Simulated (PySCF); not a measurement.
Vertical excitations of a molecule ClH₆NOSi₂ from TDA-PBE/def2-SVPD in PySCF, as energy in eV (oscillator strength): 5.82 (0.001), 6.11 (0.060), 6.23 (0.019), 6.76 (0.018), 6.80 (0.006), 6.83 (0.002), 7.05 (0.009), 7.11 (0.014), 7.15 (0.038), 7.21 (0.008). Lowest triplet (TDA): 5.75 eV. Coordinates come from a B3LYP-D3(BJ)/def2-SVP optimisation. Other conformers were not sampled.

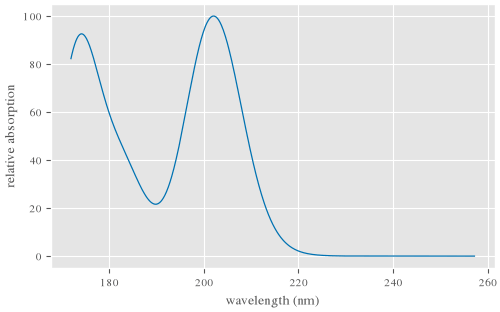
The lines broadened by 0.4 eV.

**Question.** Pick the molecule that these values belong to.
(A) N[SiH2]O[SiH2]Cl
(B) N[Si@@H](O)[SiH2]Cl
(C) O[SiH2]N[SiH2]Cl
(D) N[Si@@H](Cl)O[SiH3]

**Answer.** A, N[SiH2]O[SiH2]Cl
